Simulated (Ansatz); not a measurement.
Consider V3MoSe8.

Input file:

```
crystal:
  lattice:
    - [3.3349250049, 0.0, 0.0]
    - [-1.6674625025, 2.888129774, 0.0]
    - [0.0, 0.0, 29.6108861995]
  atoms:
    - { symbol: V, position: [0.0, 0.0, 0.5], spin: 2.0 }
    - { symbol: V, position: [0.0, 0.0, 0.2536185471], spin: -2.0 }
    - { symbol: V, position: [0.0, 0.0, 0.7463814529], spin: -2.0 }
    - { symbol: Mo, position: [0.0, 0.0, 0.0], spin: 1.0 }
    - { symbol: Se, position: [0.3333333333, 0.6666666667, 0.056193487] }
    - { symbol: Se, position: [0.3333333333, 0.6666666667, 0.554014362] }
    - { symbol: Se, position: [0.6666666667, 0.3333333333, 0.199591803] }
    - { symbol: Se, position: [0.6666666667, 0.3333333333, 0.69237559] }
    - { symbol: Se, position: [0.6666666667, 0.3333333333, 0.30762441] }
    - { symbol: Se, position: [0.6666666667, 0.3333333333, 0.800408197] }
    - { symbol: Se, position: [0.3333333333, 0.6666666667, 0.943806513] }
    - { symbol: Se, position: [0.3333333333, 0.6666666667, 0.445985638] }
basis:
  ecutwfc: 500
kpoints:
  mp_grid: { grid: [12, 12, 2] }
  band_path:
    path:
      - [[0.0, 0.0, 0.0], [0.5, 0.0, 0.0], [0.33333333, 0.33333333, 0.0], [0.0, 0.0, 0.0], [0.0, 0.0, 0.5], [0.5, 0.0, 0.5], [0.33333333, 0.33333333, 0.5], [0.0, 0.0, 0.5]]
      - [[0.5, 0.0, 0.5], [0.5, 0.0, 0.0]]
      - [[0.33333333, 0.33333333, 0.5], [0.33333333, 0.33333333, 0.0]]
    npoints: 10
hamiltonian:
  xc: r2scan
scf:
  occupations: { method: gaussian, width: 0.01 }
  n_extra_bands: 30
output:
  forces: true
  stress: true
  eigenvalues: true
  populations: true
  dos: { projected: true, de: 0.02, nscf_kmesh: { grid: [15, 15, 3] } }
  bader: false
  write_density: true
  write_potential: true
  elf: true
  volumetric_format: npy
magnetization:
  spin_polarized: true
```

Command:

```sh
ansatz run input.yaml --threads 4 --pin off --max-ram 8192MiB --backend cpu --events-out ev --progress --plain --runs-dir out
```

Below, planes, directions and counts refer to the conventional cell (a = 3.33 Å, b = 3.33 Å, c = 29.61 Å, α = 90.00°, β = 90.00°, γ = 120.00°).

Space group P-6m2; a structure generated by program, which may or may not match a known phase; spin-polarised.

Method: Ansatz, DFT r2SCAN, scalar-relativistic, plane waves, PAW.

Q: What can the converged valence pseudo-density, electron localisation function and spin density tell about the bonding?

A: V–Se (2.50 Å): ρ at the midpoint is about 0.48 e/Å³; the ELF is about 0.60 at the midpoint.
Mo–Se (2.54 Å): ρ is about 0.53 e/Å³ halfway; the ELF is about 0.50 at the midpoint.
The spin density sits on V: +1.1 μB and −1.1 μB (×2) in one cell of 12 atoms, with smaller moments on other sites: Se (±0.10 μB): ferrimagnetic (opposed moments on unlike sites) in this solution. The cell of the calculation (12 atoms) carries 1.0 μB of net spin moment.

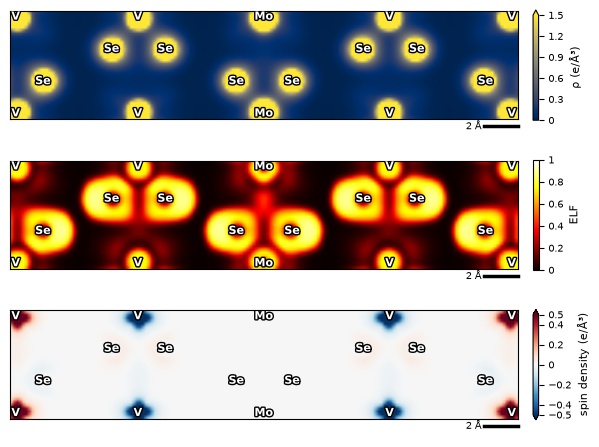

Computed valence pseudo-density, electron localisation function and spin density on the (110) plane of the conventional cell, in this order. 
